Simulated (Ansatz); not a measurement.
# Hypothetical rutile HfS2: carrier doping

Start from HfS₂ in the rutile structure (space group P4_2/mnm, No. 136; a hypothetical phase, not in the database extracts checked).

```
HfS2
1.0
    6.02386     0.00000     0.00000
    0.00000     6.02386     0.00000
    0.00000     0.00000     3.65207
Hf S
2 4
Direct
  0.00000   0.00000   0.00000
  0.50000   0.50000   0.50000
  0.30105   0.30105   0.00000
  0.80105   0.19895   0.50000
  0.19895   0.80105   0.50000
  0.69895   0.69895   0.00000
```

Carriers are added at fixed cell with a uniform background; the Fermi–Dirac width is that of 300 K.

The values are results of PBEsol (Ansatz, a program for electronic structure, PAW, no spin-orbit coupling), earlier PAW set, not measurements.

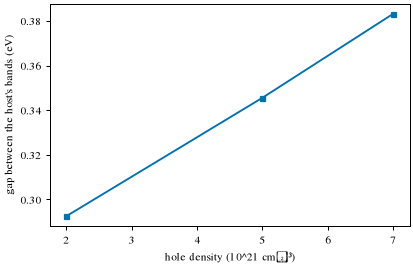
Figure. Gap between the host's bands against hole density

```csv
hole density (10^21 cm⁻³),gap between the host's bands
2,0.29 eV
5,0.35 eV
7,0.38 eV
```

Charged cell with a jellium background: band edges are those of the host's band count, energies are not comparable with the neutral cell, and many-body gap narrowing is missing. With Hf present, leaving out spin-orbit coupling can change the band edges. Stability against distortions was not tested. A zero or small gap of HfS2 can be the functional's error rather than a property of the material.
